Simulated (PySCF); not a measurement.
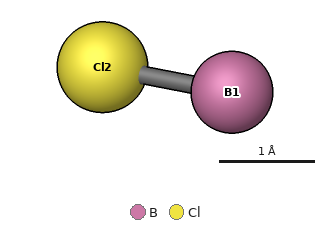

**Figure 1.** The input geometry (ball-and-stick view, seen at a tilt; atoms are numbered from 1 in the order of the input). Bond lengths as drawn: B–Cl 1.53 Å.

**Run report: BCl, single-point calculation**

- system: BCl
- method: RHF/6-311g**, ccsd(t) (PySCF 2.14.0)

Some settings of this run were made unusual or wrong on purpose.

Input file
```python
from pyscf import gto, scf, cc

mol = gto.M(
    atom='B 0 0 0; Cl 0 0 1.527',
    basis='6-311g**',
    charge=0,
    spin=0,
    symmetry=True,
    verbose=4,
)
mf = scf.RHF(mol)
mf.conv_tol = 1e-16
mf.kernel()
mycc = cc.CCSD(mf, frozen=6)
mycc.kernel()
mycc.ccsd_t()
mf.dip_moment()
print('orbital energies (hartree):', mf.mo_energy[..., max(0, mol.nelec[1]-3):mol.nelec[0]+3].round(4))
```

Machine: 1 CPU thread, shared host.

Run as:
```bash
OMP_NUM_THREADS=1 python input.py
```

Log
```
PySCF version 2.14.0

[INPUT] verbose = 4
[INPUT] num. atoms = 2
[INPUT] num. electrons = 22
[INPUT] charge = 0
[INPUT] spin (= nelec alpha-beta = 2S) = 0
[INPUT] symmetry True subgroup None
[INPUT] Mole.unit = angstrom
[INPUT] Symbol           X                Y                Z      unit          X                Y                Z       unit  Magmom
[INPUT]  1 B      0.000000000000   0.000000000000   0.000000000000 AA    0.000000000000   0.000000000000   0.000000000000 Bohr   0.0
[INPUT]  2 Cl     0.000000000000   0.000000000000   1.527000000000 AA    0.000000000000   0.000000000000   2.885611792211 Bohr   0.0

nuclear repulsion = 29.4564917669941
point group symmetry = Coov
symmetry origin: [0.         0.         2.22979093]
symmetry axis x: [1. 0. 0.]
symmetry axis y: [0. 1. 0.]
symmetry axis z: [0. 0. 1.]
num. orbitals of irrep A1 = 20
num. orbitals of irrep E1x = 10
num. orbitals of irrep E1y = 10
num. orbitals of irrep E2x = 2
num. orbitals of irrep E2y = 2
number of shells = 20
number of NR pGTOs = 79
number of NR cGTOs = 44
basis = 6-311g**
ecp = {}

******** <class 'pyscf.scf.hf_symm.SymAdaptedRHF'> ********
method = SymAdaptedRHF
initial guess = minao
damping factor = 0
level_shift factor = 0
DIIS = <class 'pyscf.scf.diis.CDIIS'>
diis_start_cycle = 1
diis_space = 8
diis_damp = 0
SCF conv_tol = 1e-16
SCF conv_tol_grad = None
SCF max_cycles = 50
direct_scf = True
direct_scf_tol = 1e-13
Freeze 0 electrons in irreps []
    22 free electrons in irreps A1 E1x E1y E2x E2y
Set gradient conv threshold to 1e-08
Initial guess from minao.
init E= -484.507595435474
HOMO (A1) = -0.226740442953258  LUMO (E1y) = 0.0491551330534623  gap/eV = 7.50750
cycle= 1 E= -484.09944756557  delta_E= 0.408  |g|= 0.203  |ddm|= 1.52
HOMO (A1) = -0.382415509311386  LUMO (E1y) = 0.0700793335254897  gap/eV = 12.31301
cycle= 2 E= -484.114257576133  delta_E= -0.0148  |g|= 0.078  |ddm|= 0.403
HOMO (A1) = -0.353349488363278  LUMO (E1y) = 0.0933928923131742  gap/eV = 12.15648
cycle= 3 E= -484.116418438294  delta_E= -0.00216  |g|= 0.0242  |ddm|= 0.119
HOMO (A1) = -0.355721472826957  LUMO (E1y) = 0.0932479426996267  gap/eV = 12.21708
cycle= 4 E= -484.116775203885  delta_E= -0.000357  |g|= 0.00566  |ddm|= 0.0688
HOMO (A1) = -0.356549458813475  LUMO (E1y) = 0.0922672307468648  gap/eV = 12.21292
cycle= 5 E= -484.116798759563  delta_E= -2.36e-05  |g|= 0.00167  |ddm|= 0.0175
HOMO (A1) = -0.356538472718626  LUMO (E1y) = 0.0922732789004748  gap/eV = 12.21279
cycle= 6 E= -484.11680082666  delta_E= -2.07e-06  |g|= 0.000385  |ddm|= 0.00524
HOMO (A1) = -0.356521446655108  LUMO (E1y) = 0.0922917726896983  gap/eV = 12.21283
cycle= 7 E= -484.116800940812  delta_E= -1.14e-07  |g|= 6.32e-05  |ddm|= 0.000945
HOMO (A1) = -0.35653268469926  LUMO (E1y) = 0.0922867771871676  gap/eV = 12.21300
cycle= 8 E= -484.116800943495  delta_E= -2.68e-09  |g|= 6.76e-06  |ddm|= 0.00017
HOMO (A1) = -0.356532640742216  LUMO (E1y) = 0.0922863872303346  gap/eV = 12.21299
cycle= 9 E= -484.116800943531  delta_E= -3.57e-11  |g|= 1.25e-06  |ddm|= 2.47e-05
HOMO (A1) = -0.356532722320111  LUMO (E1y) = 0.0922863843843498  gap/eV = 12.21299
cycle= 10 E= -484.116800943533  delta_E= -2.16e-12  |g|= 1.8e-07  |ddm|= 8.09e-06
HOMO (A1) = -0.356532709657273  LUMO (E1y) = 0.0922863981229689  gap/eV = 12.21299
cycle= 11 E= -484.116800943532  delta_E= 4.55e-13  |g|= 3.69e-08  |ddm|= 1.43e-06
HOMO (A1) = -0.356532711918959  LUMO (E1y) = 0.0922863980645996  gap/eV = 12.21299
cycle= 12 E= -484.116800943533  delta_E= -3.41e-13  |g|= 1.85e-08  |ddm|= 1.17e-07
HOMO (A1) = -0.356532713246253  LUMO (E1y) = 0.0922863974229973  gap/eV = 12.21299
cycle= 13 E= -484.116800943532  delta_E= 2.27e-13  |g|= 1.39e-08  |ddm|= 2.95e-08
HOMO (A1) = -0.356532712323798  LUMO (E1y) = 0.0922863995152081  gap/eV = 12.21299
cycle= 14 E= -484.116800943531  delta_E= 1.02e-12  |g|= 3.78e-09  |ddm|= 7.34e-08
HOMO (A1) = -0.356532712258911  LUMO (E1y) = 0.0922863995623135  gap/eV = 12.21299
cycle= 15 E= -484.116800943533  delta_E= -1.25e-12  |g|= 3.32e-09  |ddm|= 9.19e-09
HOMO (A1) = -0.356532712282814  LUMO (E1y) = 0.0922863994657721  gap/eV = 12.21299
cycle= 16 E= -484.116800943533  delta_E= -1.14e-13  |g|= 3.02e-09  |ddm|= 4.85e-09
HOMO (A1) = -0.356532712240266  LUMO (E1y) = 0.0922863995950784  gap/eV = 12.21299
cycle= 17 E= -484.116800943533  delta_E= 1.14e-13  |g|= 3.2e-09  |ddm|= 3.76e-09
HOMO (A1) = -0.356532712128768  LUMO (E1y) = 0.0922863996264756  gap/eV = 12.21299
cycle= 18 E= -484.116800943532  delta_E= 1.14e-12  |g|= 2.69e-09  |ddm|= 1.78e-09
HOMO (A1) = -0.356532712116433  LUMO (E1y) = 0.0922863994769934  gap/eV = 12.21299
cycle= 19 E= -484.116800943532  delta_E= -7.96e-13  |g|= 3.26e-09  |ddm|= 1.47e-08
HOMO (A1) = -0.35653271176929  LUMO (E1y) = 0.0922863997829904  gap/eV = 12.21299
cycle= 20 E= -484.116800943533  delta_E= -7.96e-13  |g|= 2.06e-09  |ddm|= 8.88e-09
HOMO (A1) = -0.356532711650146  LUMO (E1y) = 0.0922863998955261  gap/eV = 12.21299
cycle= 21 E= -484.116800943533  delta_E= 4.55e-13  |g|= 1.51e-09  |ddm|= 4.49e-09
HOMO (A1) = -0.356532711622776  LUMO (E1y) = 0.0922863999399706  gap/eV = 12.21299
cycle= 22 E= -484.116800943532  delta_E= 9.09e-13  |g|= 1.03e-09  |ddm|= 3.76e-09
HOMO (A1) = -0.35653271163801  LUMO (E1y) = 0.0922863999332932  gap/eV = 12.21299
cycle= 23 E= -484.116800943533  delta_E= -7.96e-13  |g|= 8.79e-10  |ddm|= 6.48e-10
HOMO (A1) = -0.356532711652022  LUMO (E1y) = 0.092286399927529  gap/eV = 12.21299
cycle= 24 E= -484.116800943532  delta_E= 2.27e-13  |g|= 7.6e-10  |ddm|= 3.94e-10
HOMO (A1) = -0.356532711668393  LUMO (E1y) = 0.0922863999218713  gap/eV = 12.21299
cycle= 25 E= -484.116800943532  delta_E= 2.27e-13  |g|= 6.36e-10  |ddm|= 4.12e-10
HOMO (A1) = -0.356532711683542  LUMO (E1y) = 0.0922863999188497  gap/eV = 12.21299
cycle= 26 E= -484.116800943532  delta_E= 5.68e-13  |g|= 5.29e-10  |ddm|= 3.02e-10
HOMO (A1) = -0.35653271169042  LUMO (E1y) = 0.0922863999199528  gap/eV = 12.21299
cycle= 27 E= -484.116800943532  delta_E= -7.96e-13  |g|= 4.51e-10  |ddm|= 3.22e-10
HOMO (A1) = -0.356532711689312  LUMO (E1y) = 0.0922863999295735  gap/eV = 12.21299
cycle= 28 E= -484.116800943532  delta_E= 3.41e-13  |g|= 3.29e-10  |ddm|= 9.36e-10
HOMO (A1) = -0.356532711677431  LUMO (E1y) = 0.0922863999415622  gap/eV = 12.21299
cycle= 29 E= -484.116800943532  delta_E= -3.41e-13  |g|= 2.55e-10  |ddm|= 5.13e-10
HOMO (A1) = -0.356532711664585  LUMO (E1y) = 0.0922863999520587  gap/eV = 12.21299
cycle= 30 E= -484.116800943532  delta_E=    0  |g|= 2.01e-10  |ddm|= 3.17e-10
HOMO (A1) = -0.356532711632923  LUMO (E1y) = 0.092286399975487  gap/eV = 12.21299
Extra cycle  E= -484.116800943533  delta_E= -2.27e-13  |g|= 8.27e-11  |ddm|= 7.52e-10
converged SCF energy = -484.116800943533

******** <class 'pyscf.cc.ccsd.CCSD'> ********
CC2 = 0
CCSD nocc = 5, nmo = 38
frozen orbitals 6
max_cycle = 50
direct = 0
conv_tol = 1e-07
conv_tol_normt = 1e-05
diis_space = 6
diis_start_cycle = 0
diis_start_energy_diff = 1e+09
Init t2, MP2 energy = -484.322146723137  E_corr(MP2) -0.205345779604319
Init E_corr(CCSD) = -0.205345779604319
cycle = 1  E_corr(CCSD) = -0.221297894896385  dE = -0.0159521153  norm(t1,t2) = 0.0562186
cycle = 2  E_corr(CCSD) = -0.227684767174862  dE = -0.00638687228  norm(t1,t2) = 0.024331
cycle = 3  E_corr(CCSD) = -0.230734895336515  dE = -0.00305012816  norm(t1,t2) = 0.0132472
cycle = 4  E_corr(CCSD) = -0.231454843447553  dE = -0.000719948111  norm(t1,t2) = 0.00379499
cycle = 5  E_corr(CCSD) = -0.231242106791403  dE = 0.000212736656  norm(t1,t2) = 0.00102342
cycle = 6  E_corr(CCSD) = -0.231252667131559  dE = -1.05603402e-05  norm(t1,t2) = 0.000196512
cycle = 7  E_corr(CCSD) = -0.231256441150004  dE = -3.77401845e-06  norm(t1,t2) = 5.12189e-05
cycle = 8  E_corr(CCSD) = -0.231255568394067  dE = 8.72755937e-07  norm(t1,t2) = 1.40163e-05
cycle = 9  E_corr(CCSD) = -0.231255441954013  dE = 1.26440054e-07  norm(t1,t2) = 5.40923e-06
cycle = 10  E_corr(CCSD) = -0.231255513502623  dE = -7.15486101e-08  norm(t1,t2) = 1.52552e-06
```

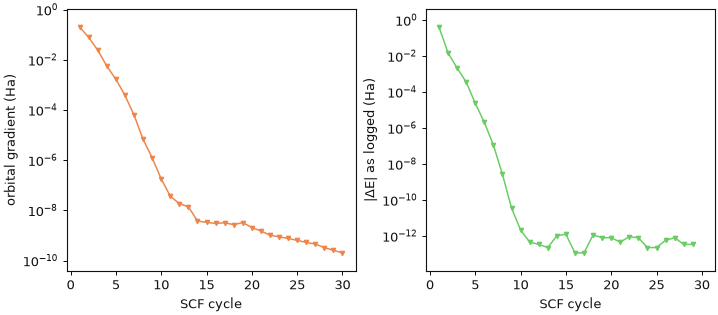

**Figure 2.** Convergence of the self-consistent field: orbital gradient and size of the energy change against the SCF cycle. The residual falls almost steadily, with no more than small rises.

```
CCSD converged
E(CCSD) = -484.3480564570352  E_corr = -0.231255513502623
CCSD(T) correction = -0.00776911818611438
Dipole moment(X, Y, Z, Debye):  0.00000,  0.00000,  2.53085
orbital energies (hartree): [-0.5616 -0.5616 -0.3565  0.0923  0.0923  0.2116]
```

Outcome

```json
{"quantity": "outcome", "value": "converged"}
{"quantity": "SCF energy", "value": "−484.116801 hartree"}
{"quantity": "(T) correction", "value": "−0.007769 hartree"}
{"quantity": "dipole moment", "value": "2.53 D"}
{"quantity": "wall time", "value": "1 s"}
```

Diagnosis

Some settings of this run were drawn to be unusual or wrong. It converged; results that depend on the unusual settings are not reference values.
